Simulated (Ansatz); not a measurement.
**C6H7F5O2Ti (SMILES CC1=CC(C(F)(F)F)=[O+][Ti-]([CH3])([F])([F])[O]1): density, localisation and related maps**

| atom | x (Å) | y (Å) | z (Å) |
| --- | --- | --- | --- |
| C | -1.7502 | -1.9074 | 1.7411 |
| C | -0.9650 | -0.8906 | 0.9873 |
| C | -1.5173 | -0.2185 | -0.1040 |
| C | -0.7814 | 0.7576 | -0.7534 |
| C | -1.3976 | 1.5248 | -1.9303 |
| F | -1.4428 | 2.8253 | -1.6567 |
| F | -0.6564 | 1.3517 | -3.0227 |
| F | -2.6373 | 1.1159 | -2.2041 |
| O | 0.3890 | 1.1119 | -0.4734 |
| Ti | 1.7480 | 0.4617 | 0.9116 |
| C | 2.9079 | 0.0454 | -0.7340 |
| F | 2.7489 | -0.5031 | 2.0043 |
| F | 2.0116 | 2.1004 | 1.4793 |
| O | 0.2167 | -0.6787 | 1.4061 |
| H | -2.7417 | -2.0591 | 1.3194 |
| H | -1.8388 | -1.5861 | 2.7820 |
| H | -1.2003 | -2.8514 | 1.7465 |
| H | -2.5229 | -0.4405 | -0.4230 |
| H | 2.7942 | 0.8124 | -1.4999 |
| H | 2.5654 | -0.9205 | -1.1224 |
| H | 3.9458 | -0.0404 | -0.4065 |

Geometry: PBE0-D4/def2-TZVP.

All numbers below come from RKS PBE0-D4/def2-TZVPP (Ansatz).

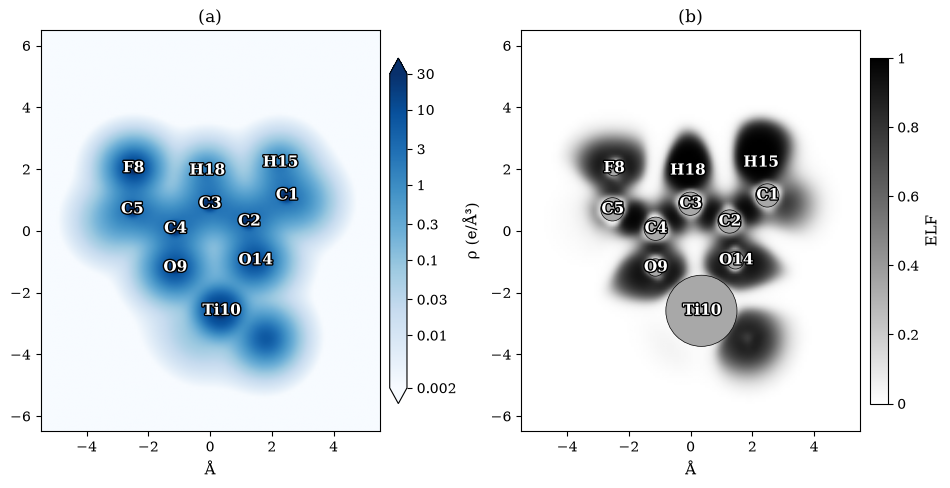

Figure 1. (a) electron density; (b) electron localisation function on the plane of atoms C3, C4 and C5. Grey discs cover the atomic cores in the ELF map.

### Read the bonding off the picture.

- The plane passes through C, F, O, Ti and H nuclei.
- C–O (1.25 Å): the density is about 3 e/Å³ at the midpoint; the ELF peaks at about 0.85 between the atoms; a short, strongly polar bond.
- C–F (1.33 Å): ρ at the midpoint is about 2.4 e/Å³, with its minimum of 1.9 e/Å³ about 0.5 Å from C; the ELF peaks at about 0.85 between the atoms: a polar covalent bond.
- C–C (1.38 Å): the density is about 2.2 e/Å³ at the midpoint; the ELF peaks at about 0.95 between the atoms; localised, covalent bonding.
- Ti–O (1.97 Å): the density is about 0.64 e/Å³ at the midpoint; the ELF peaks at about 0.90 in the valence shell of O, 0.6 Å from its nucleus, and is about 0.20 at the midpoint.
- C–H (1.08 Å): the density is about 2.1 e/Å³ at the midpoint; the ELF climbs to about 1 towards the hydrogen, as it does in any bond to H; a covalent bond by its length.
- The ELF also peaks beside F8, away from the bonds: lone-pair regions.

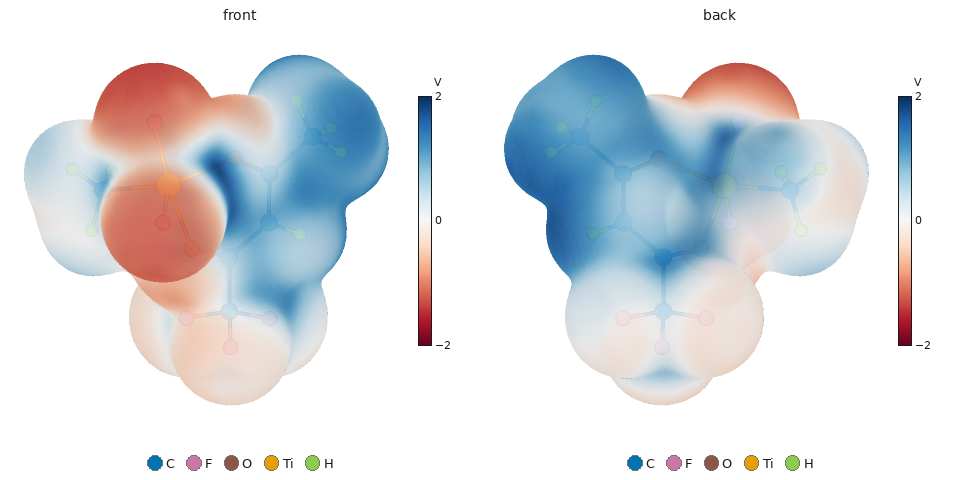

Figure 2. The electrostatic potential painted on the density surface at 0.002 e/bohr³, seen from the front and from behind; red is negative and blue positive.

### Where is the surface potential most negative and most positive?

The most negative region (about −1.3 V) lies over F12, the most positive (about +1.7 V) over Ti10, H15 and H18.

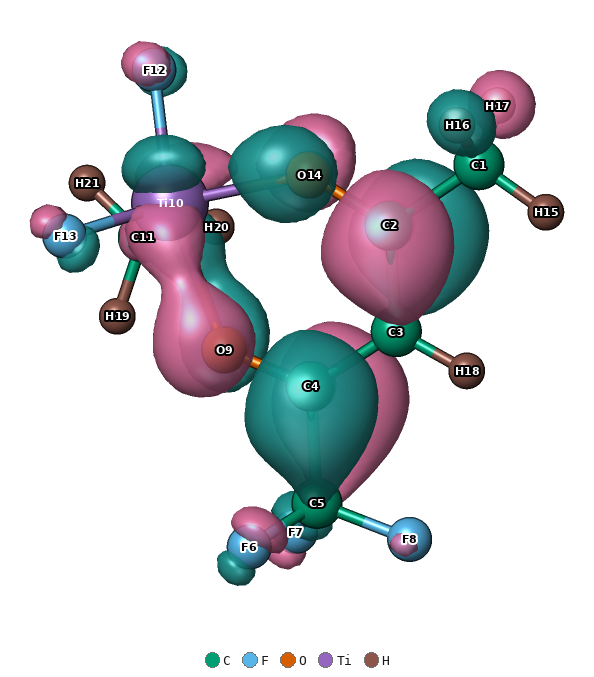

Figure 3. The LUMO at ±0.1 Å⁻³ᐟ² (teal and pink are the two phases), seen at a tilt.

### Where does this orbital lie, and at what energy?

By Hirshfeld shares it lies mainly on C4 (about 20 %), C2 (about 20 %), O9 (about 10 %), Ti10 (about 10 %), O14 (about 10 %) and C3 (about 5 %). Its energy is −2.86 eV.
